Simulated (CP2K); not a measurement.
# CH6BNOS2 (SMILES NBSSCO): PM3

What is the energy difference between two shapes of CH6BNOS2 at PM3? 

Program for the calculation: CP2K 2026.2.

3 further runs of the same task are left out: 3 set aside as unsound or not needed.

## 1. The molecule

CH6BNOS2 has 12 atoms, charge 0, and is taken as a singlet. As SMILES, `NBSSCO`. Geometry: a rough force-field guess. This is one conformer, not always the lowest.

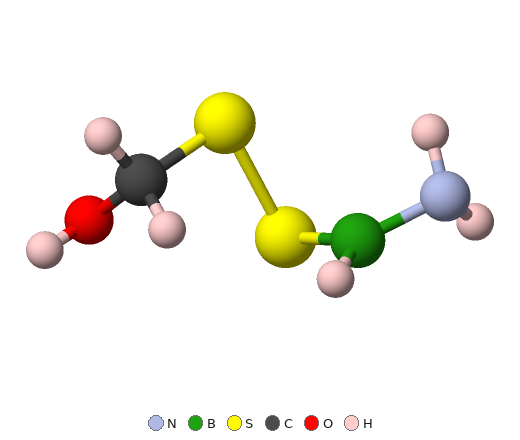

Viewed from a chosen angle; nitrogen light blue, boron green, sulfur yellow, carbon dark grey, oxygen red, hydrogen pink.

## 2. A single-point energy at PM3

Contents of molecule.inp:

```
&GLOBAL
 PROJECT_NAME molecule
 RUN_TYPE ENERGY
 PRINT_LEVEL MEDIUM
&END GLOBAL

&FORCE_EVAL
 METHOD QUICKSTEP
 &DFT
  &QS
   METHOD PM3
   EPS_DEFAULT 1.0E-10
   &SE
    &COULOMB
     CUTOFF [angstrom] 50
     RC_RANGE [angstrom] 0
    &END COULOMB
    &EXCHANGE
     CUTOFF [angstrom] 50
     RC_RANGE [angstrom] 0
    &END EXCHANGE
   &END SE
  &END QS
  &POISSON
   PERIODIC NONE
   POISSON_SOLVER ANALYTIC
  &END POISSON
  &SCF
   SCF_GUESS ATOMIC
   EPS_SCF 1.0E-06
   MAX_SCF 80
   ADDED_MOS 2
   &DIAGONALIZATION
    ALGORITHM STANDARD
   &END DIAGONALIZATION
   &MIXING
    METHOD DIRECT_P_MIXING
    ALPHA 0.4
   &END MIXING
  &END SCF
  &PRINT
   &MOMENTS
    PERIODIC F
    REFERENCE COM
    MAX_MOMENT 1
   &END MOMENTS
   &MO ON
    ENERGIES T
    OCCUPATION_NUMBERS T
    NDIGITS 6
    &EACH
     QS_SCF 0
    &END EACH
    ADD_LAST NUMERIC
   &END MO
   &HIRSHFELD OFF
   &END HIRSHFELD
  &END PRINT
 &END DFT
 &SUBSYS
  &CELL
   ABC 10.8 14.8 11
   PERIODIC NONE
  &END CELL
  &COORD
   UNIT bohr
   N      0.1014783    -5.6506591     0.1377610
   B     -0.3125607    -2.9519412     1.2526994
   S     -2.7446382    -0.6670733    -0.1309580
   S      0.1555245     0.9095252    -2.6698051
   C      0.8917618     3.4521517    -0.5914843
   O     -1.1495204     5.1625428    -0.3078364
   H     -1.7058558    -6.4399977     0.1914293
   H      0.5370602    -5.2874537    -1.8022318
   H      0.9493984    -2.3037651     3.0808205
   H      2.5341227     4.4775171    -1.3486975
   H      1.4248535     2.6987179     1.3573903
   H     -0.5363043     6.4963115     0.8951633
  &END COORD
  &TOPOLOGY
   &CENTER_COORDINATES
   &END CENTER_COORDINATES
  &END TOPOLOGY
 &END SUBSYS
&END FORCE_EVAL
```

Run with:

```bash
$ OMP_NUM_THREADS=1 cp2k.psmp -i molecule.inp -o molecule.out
```

Log:

```text
CP2K| version string:                                       CP2K version 2026.2
[...]
 GLOBAL| Method name                                                        CP2K
[...]
 GLOBAL| Run type                                                         ENERGY
[...]
                             - Atoms:                                         12
[...]
                             - Spherical basis functions:                     30
[...]
 Number of electrons:                                                         36
[...]
     1 P_Mix/Diag. 0.40E+00    0.0     0.89078864       -33.0369049498 -3.30E+01
[...]
    19 DIIS/Diag.  0.30E-06    0.0     0.00000096       -40.2995572996 -1.23E-11
  *** SCF run converged in    19 steps ***
  Core-core repulsion energy [eV]:                           2698.39027140188455
  Core Hamiltonian energy [eV]:                             -1706.82163273747437
  Two-electron integral energy [eV]:                        -4176.35072318507355
  Electronic energy [eV]:                                   -3794.99699433001115
  Total energy [eV]:                                        -1096.60672292812637
  Atomic reference energy [eV]:                              1095.73589340313674
  Heat of formation [kcal/mol]:                               -20.08180750552943
[...]
 SE_DIPOLE| Moment [Debye]         -2.13030921      -0.60429941      -1.38697695
 SE_DIPOLE| Derivative [a.u.]       0.00000000       0.00000000       0.00000000
 ENERGY| Total FORCE_EVAL ( QS ) energy [hartree]            -40.299557299578886
[...]
```

Wall time 0.47 s (1 thread of Arm Neoverse N1, shared host); peak memory 0.14 GiB.

## 3. The distorted shape at the same level

Contents of molecule.inp:

```
&GLOBAL
   PROJECT molecule
   RUN_TYPE ENERGY
   PRINT_LEVEL MEDIUM
&END GLOBAL

&FORCE_EVAL
   METHOD Quickstep
   &DFT
      &QS
         METHOD PM3
         EPS_DEFAULT 1.0E-10
         &SE
            &COULOMB
               CUTOFF [angstrom] 50
               RC_RANGE [angstrom] 0
            &END COULOMB
            &EXCHANGE
               CUTOFF [angstrom] 50
               RC_RANGE [angstrom] 0
            &END EXCHANGE
         &END SE
      &END QS
      &POISSON
         PERIODIC NONE
         POISSON_SOLVER ANALYTIC
      &END POISSON
      &SCF
         SCF_GUESS ATOMIC
         EPS_SCF 1.0E-06
         MAX_SCF 80
         ADDED_MOS 2
         &DIAGONALIZATION
            ALGORITHM STANDARD
         &END DIAGONALIZATION
         &MIXING
            METHOD DIRECT_P_MIXING
            ALPHA 0.4
         &END MIXING
      &END SCF
      &PRINT
         &MOMENTS
            PERIODIC F
            REFERENCE COM
            MAX_MOMENT 1
         &END MOMENTS
         &MO ON
            ENERGIES T
            OCCUPATION_NUMBERS T
            NDIGITS 6
            &EACH
               QS_SCF 0
            &END EACH
            ADD_LAST NUMERIC
         &END MO
         &HIRSHFELD OFF
         &END HIRSHFELD
      &END PRINT
   &END DFT
   ! atoms, cell and kinds
   &SUBSYS
      &CELL
         ABC 10.8 15 11.1
         PERIODIC NONE
      &END CELL
      &COORD
         UNIT bohr
         N      0.1545739    -5.8779931     0.5168798
         B     -0.1964068    -2.9074173     1.1345462
         S     -2.7364519    -0.7930292    -0.2481872
         S      0.0487209     0.8752399    -3.0423797
         C      0.7980238     3.4733280    -0.6096786
         O     -1.2195272     5.1486873    -0.2701987
         H     -1.7392000    -6.8065762     0.2692727
         H      0.4871015    -5.3211683    -1.9226357
         H      0.5940184    -2.3801951     2.9002704
         H      2.5032106     4.2791979    -1.3189759
         H      1.5141487     2.5426303     1.2365234
         H     -0.3793739     6.4330321     0.7971791
      &END COORD
      &TOPOLOGY
         &CENTER_COORDINATES
         &END CENTER_COORDINATES
      &END TOPOLOGY
   &END SUBSYS
&END FORCE_EVAL
```

Run with:

```bash
$ OMP_NUM_THREADS=1 cp2k.psmp -i molecule.inp -o molecule.out
```

Log:

```text
CP2K| version string:                                       CP2K version 2026.2
[...]
 GLOBAL| Method name                                                        CP2K
[...]
 GLOBAL| Run type                                                         ENERGY
[...]
                             - Atoms:                                         12
[...]
                             - Spherical basis functions:                     30
[...]
 Number of electrons:                                                         36
[...]
     1 P_Mix/Diag. 0.40E+00    0.0     0.90885396       -33.1248329890 -3.31E+01
[...]
    21 DIIS/Diag.  0.91E-07    0.0     0.00000029       -40.2192388932 -8.74E-13
  *** SCF run converged in    21 steps ***
  Core-core repulsion energy [eV]:                           2656.59151843160043
  Core Hamiltonian energy [eV]:                             -1700.73306048586051
  Two-electron integral energy [eV]:                        -4100.55921177194614
  Electronic energy [eV]:                                   -3751.01266637183380
  Total energy [eV]:                                        -1094.42114794023314
  Atomic reference energy [eV]:                              1095.73589340313674
  Heat of formation [kcal/mol]:                                30.31875303620829
[...]
 SE_DIPOLE| Moment [Debye]         -2.36469656      -1.09999922      -1.23655463
 SE_DIPOLE| Derivative [a.u.]       0.00000000       0.00000000       0.00000000
 ENERGY| Total FORCE_EVAL ( QS ) energy [hartree]            -40.219238893156991
[...]
```

It took 0.47 s on 1 thread of Arm Neoverse N1, shared host; peak memory 0.14 GiB.

## 4. Results

At PM3:

| quantity | value |
| --- | --- |
| first shape: total energy | -40.29956 Eh |
| first shape: dipole moment | 2.61 D |
| first shape: HOMO energy | -9.67 eV |
| first shape: LUMO energy | -2.27 eV |
| first shape: HOMO–LUMO gap | 7.41 eV |
| first shape: heat of formation | -20.1 kcal/mol |
| distorted shape: total energy | -40.21924 Eh |
| distorted shape: dipole moment | 2.89 D |
| distorted shape: HOMO energy | -9.71 eV |
| distorted shape: LUMO energy | -2.34 eV |
| distorted shape: HOMO–LUMO gap | 7.38 eV |
| distorted shape: heat of formation | 30.3 kcal/mol |
| energy change with the atoms displaced | 2.186 eV |

**Reading.** With the atoms displaced the energy rises by 2.19 eV (211 kJ/mol). The first shape isn't relaxed at this level, so the change isn't measured from a minimum.
